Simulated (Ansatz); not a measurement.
HfC (rock salt)

```
HfC
1.0
    0.00000     2.32577     2.32577
    2.32577     0.00000     2.32577
    2.32577     2.32577     0.00000
C Hf
1 1
Direct
  0.00000   0.00000   0.00000
  0.50000   0.50000   0.50000
```

A phonon eigenvector at Γ is frozen into this cell: atom i moves by Q times the vector below, so Q is the largest atomic displacement, in Å. The cell is held. It is one choice among 3 degenerate patterns.

```json
[
 {"atom": "C1", "x": "0.000", "y": "0.000", "z": "1.000"},
 {"atom": "Hf2", "x": "0.000", "y": "0.000", "z": "-0.067"}
]
```

Level of theory: PBE (plane waves to 420 eV, PAW, scalar-relativistic; Ansatz, an electronic-structure program). k mesh 17×17×17 (Γ-centred), Fermi-Dirac smearing 0.05 eV. Energies are smeared free energies. With partly filled bands, energies and forces of such displacements shift with the k mesh and the smearing. HfC is run without spin polarisation. HfC was relaxed with its symmetry unable to fall. Spin-orbit coupling is left out, though Hf is heavy. ΔE is measured from the undisplaced structure.

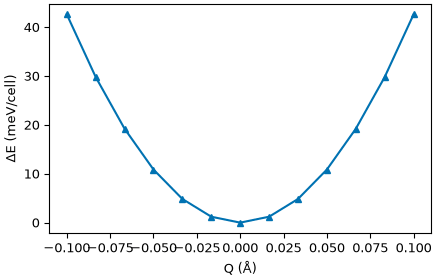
Figure. ΔE (meV/cell) against Q (Å); markers are the computed points, lines only join them.

### Question
What is the energy change at Q = 0.100 Å?

### Answer
About 43 meV/cell.

### Question
What harmonic wavenumber does the curvature at Q = 0 give?

### Answer
About 430 cm⁻¹.

(For displaced atoms, the force is minus the slope of the energy, and its curvature is a force constant, which sets phonon frequencies.)
